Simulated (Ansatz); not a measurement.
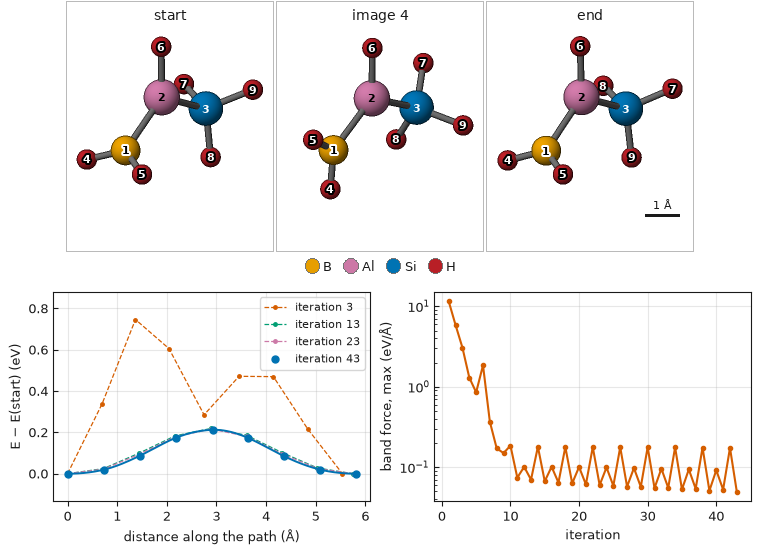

NEB run on AlBSiH₆. Images are numbered from 0 (start) to 8 (end). The plot follows the band through its iterations. The picture is a ball-and-stick view, seen from a free direction.

Theory: Ansatz, RKS PBE0-D4/6-31G*. Run with 7 movable images; climbing image; force threshold 0.05 eV/Å; iteration limit 60; optimiser L-BFGS; largest step 0.5 Å; starting path through a guess of the saddle point.

Question: How did the profile develop, and is the result final?

Answer: The run is converged, with reservations. The band converged in 43 iterations. The largest component of the band force went from 12 to 0.049 eV/Å. The climbing image converged on the top of the path. Its curvatures weren't checked. The step length is far from the usual. The first iteration put the highest image at 3.656 eV. The barrier is about 0.212 eV in both directions, with image 4 at the top; the ends have the same energy.
